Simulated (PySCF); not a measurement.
**Single-point calculation of CH$_{4}$ClGeO**

CH$_{4}$ClGeO, multiplicity 2, computed with B3LYP/6-31G*, UKS (PySCF 2.14.0).

A bond length was changed on purpose from its optimised value.

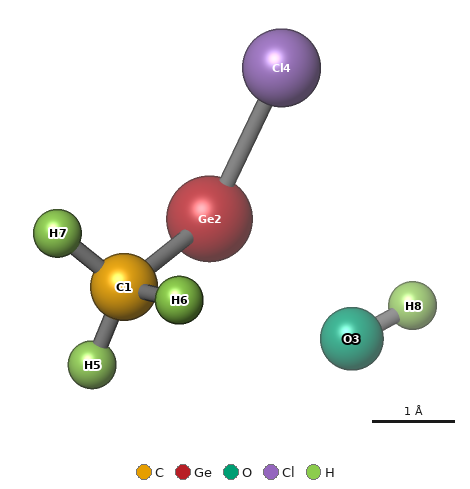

**Figure 1.** The structure (ball-and-stick view, seen at a tilt; atoms are numbered from 1 in the order of the input). Sticks mark near contacts. Bond lengths as drawn: Cl–Ge 2.18 Å, C–Ge 1.96 Å, C–H 1.09 Å and H–O 0.96 Å.

The input (calc.py)
```python
from pyscf import gto, dft

system = gto.M(
    atom=[
    ('C', (-0.342823, 1.520425, -0.228087)),
    ('Ge', (-1.074323, -0.268175, 0.090513)),
    ('O', (0.714600, -1.504600, 0.880000)),
    ('Cl', (-1.659923, -1.146775, -1.821587)),
    ('H', (0.006677, 1.937725, 0.715913)),
    ('H', (0.494077, 1.407925, -0.919787)),
    ('H', (-1.107623, 2.161525, -0.663087)),
    ('H', (0.584600, -2.453200, 0.797100)),
],
    spin=1,
    max_memory=1860,
    verbose=3,
    basis='6-31g*',
)

mf = dft.UKS(system, xc='b3lyp')
mf.conv_tol = 1e-10
mf.grids.level = 5
mf.kernel()
if not mf.converged:
    mf = mf.newton().run(mf.mo_coeff, mf.mo_occ)

e_tot = mf.e_tot
print(f'total energy: {e_tot:.8f} hartree')
```

Run as:
```bash
OMP_NUM_THREADS=1 python calc.py
```

Output
```
WARN: HOMO -0.218237325229219 >= LUMO -0.218237325229215

converged SCF energy = -2652.68014004806  <S^2> = 0.76407527  2S+1 = 2.0140261
total energy: -2652.68014005 hartree
```

Results in brief

| quantity | value |
| --- | --- |
| outcome | converged |
| total energy | −2652.680140 hartree |
| basis functions | 86 |
| ⟨S²⟩ | 0.764 |
| dipole moment | 2.12 D |
| hardware | 1 thread of Arm Neoverse V1, 112 GiB of memory available, shared host |
| wall time | 62 s |
| peak memory | 0.47 GiB |
